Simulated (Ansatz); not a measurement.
## Ligand exchange: Y(CH3)3 + C2H2F4 → Y(CH3)2F + C3H5F3

Gas-phase species: Y(CH3)3, singlet; C2H2F4 (norflurane) `FCC(F)(F)F`, singlet; Y(CH3)2F, singlet; C3H5F3 (1,1,1-trifluoropropane) `CCC(F)(F)F`, singlet. The partners trade CH3 for F: Y–CH3 and C–F bonds give way to Y–F and C–CH3.

Shapes, held fixed at every level: PBE0-D4/def2-TZVP. Programs: Ansatz 0.2.0. Electronic energies: no zero-point or thermal term.

| level | kind | ΔE (kJ/mol) | less CCSD(T)/def2-TZVPP |
| --- | --- | --- | --- |
| HF/def2-SVP | Hartree–Fock | -336.5 | -17.4 |
| HF/def2-TZVPP | Hartree–Fock | -318.7 | +0.4 |
| BHLYP-D4/def2-TZVPP | global hybrid | -323.4 | -4.3 |
| PBE0-D4/def2-TZVPP | global hybrid | -317.9 | +1.2 |
| r2SCAN0-D4/def2-TZVPP | global hybrid | -321.9 | -2.8 |
| wB97M-V/def2-TZVPP | range-separated hybrid | -322.7 | -3.6 |
| CCSD(T)/def2-TZVPP | coupled cluster or CI | -319.1 | 0.0 |

The highest level, CCSD(T)/def2-TZVPP, gives ΔE = -319.1 kJ/mol; the levels span -336.5 to -317.9. The column of differences is taken from that level and isn't an error. No measured value is set beside it here. For atoms past krypton def2 sets carry core potentials with scalar relativity. Outer-core shells of Y are correlated, in sets that cover them unevenly.

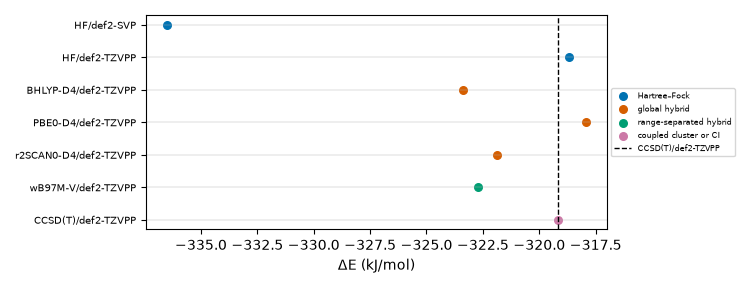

The values of the table, level by level.
